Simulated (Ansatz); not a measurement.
Input

```
crystal:
  periodic: [false, false, false]
  atoms:
    - {symbol: C, position_ang: [-1.427271, -1.784349, -1.771941]}
    - {symbol: Au, position_ang: [0.897081, 0.162914, -2.572248]}
    - {symbol: B, position_ang: [0.058197, -1.366503, -1.584883]}
    - {symbol: H, position_ang: [-1.866096, -2.161702, -0.833146]}
    - {symbol: H, position_ang: [-2.092063, -1.040868, -2.229431]}
    - {symbol: H, position_ang: [-1.386382, -2.657500, -2.455362]}
    - {symbol: H, position_ang: [0.818089, -1.981637, -0.867473]}
basis:
  gaussian:
    orbitals: def2-TZVPD
hamiltonian:
  xc: {name: PBE0}
output:
  forces: true
  orbitals: {seedname: orbitals}
```

Run with:

```sh
ansatz run input.yaml --threads 1 --pin off --max-ram 2610MiB --events-out events.jsonl --progress --plain --runs-dir runs
```

Geometry: PBE0-D3(BJ)/def2-SVP; core potentials replace the inner electrons of Au.

Theory: isolated molecule in a Gaussian basis; Kohn-Sham density functional theory, functional PBE0 (Ansatz 0.2.0).

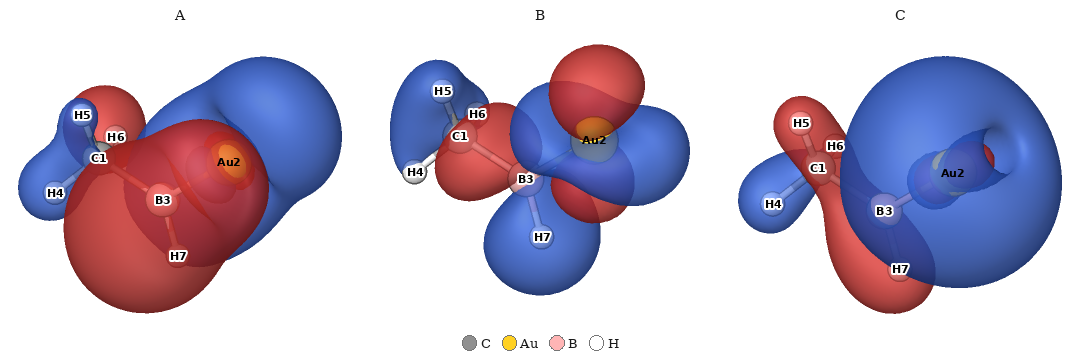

CH4AuB (SMILES C[BH][Au]). Three frontier orbitals at ±0.06 Å⁻³ᐟ² (blue and red are the two phases), in no order.

### Order the three orbitals by energy and name them.

B is the HOMO−1 (−8.44 eV). It lies mainly on Au2 (about 65 %), B3 (about 10 %), C1 (about 10 %) and H7 (about 10 %). C is the HOMO (−6.83 eV). It lies mainly on Au2 (about 80 %) and B3 (about 15 %). A is the LUMO (−1.64 eV). It lies mainly on B3 (about 45 %), Au2 (about 35 %) and C1 (about 5 %).

### What is the HOMO–LUMO gap?

5.19 eV between the orbital energies.
